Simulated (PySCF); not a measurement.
# Single-point calculation, with input and output: BCl

BCl, SMILES [B]Cl, computed with MP2/def2-QZVP, RHF (PySCF 2.14.0).

The geometry comes from this level: PBE0-D4/def2-TZVP.

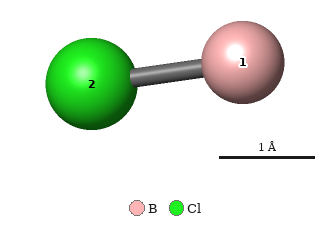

**Figure 1.** The structure as given in the input (ball-and-stick view, seen at a tilt; atoms are numbered from 1 in the order of the input).

### Summary

```json
{"quantity": "outcome", "value": "converged"}
{"quantity": "total energy", "value": "−484.445952 hartree"}
{"quantity": "SCF energy", "value": "−484.161961 hartree"}
{"quantity": "correlation energy", "value": "−0.283991 hartree"}
{"quantity": "basis functions", "value": "127"}
{"quantity": "HOMO of the SCF reference", "value": "−10.35 eV"}
{"quantity": "LUMO of the SCF reference", "value": "1.52 eV"}
{"quantity": "hardware", "value": "1 thread of Arm Neoverse V1, 24 GiB of memory available, shared host"}
{"quantity": "wall time", "value": "5.1 s"}
{"quantity": "peak memory", "value": "0.4 GiB"}
```

### Input file (input.py)
```python
from pyscf import gto, scf, mp

mol = gto.Mole()
mol.atom = 'B -0.000000 -0.000000 -0.069660; Cl 0.000000 0.000000 1.648190'
mol.verbose = 3
mol.charge = 0
mol.max_memory = 1860
mol.basis = 'def2-qzvp'
mol.build()

myscf = scf.RHF(mol)
myscf.conv_tol = 1e-10
myscf.kernel()
if not myscf.converged:
    myscf = myscf.newton().run(myscf.mo_coeff, myscf.mo_occ)

pt = mp.MP2(myscf, frozen=6).run()
e_tot = pt.e_tot
print('E = %.10f Eh' % e_tot)
```

Run as:
```bash
OMP_NUM_THREADS=1 python input.py
```

### What the program printed
```
converged SCF energy = -484.161960851568
E(RMP2) = -484.445951833606  E_corr = -0.283990982038241
E(SCS-RMP2) = -484.447871288117  E_corr = -0.285910436548885
E = -484.4459518336 Eh
```

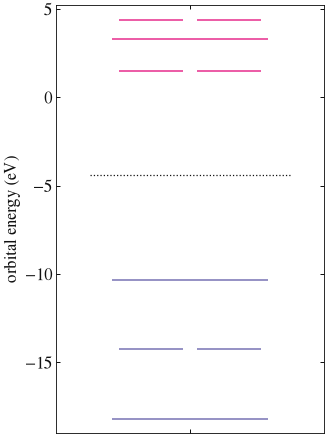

**Figure 2.** Orbital energies near the frontier (SCF reference); the dotted line parts filled from empty levels, and levels within 0.02 eV of each other stand side by side. Highest filled −10.35 eV, lowest empty 1.52 eV, 11.87 eV apart.
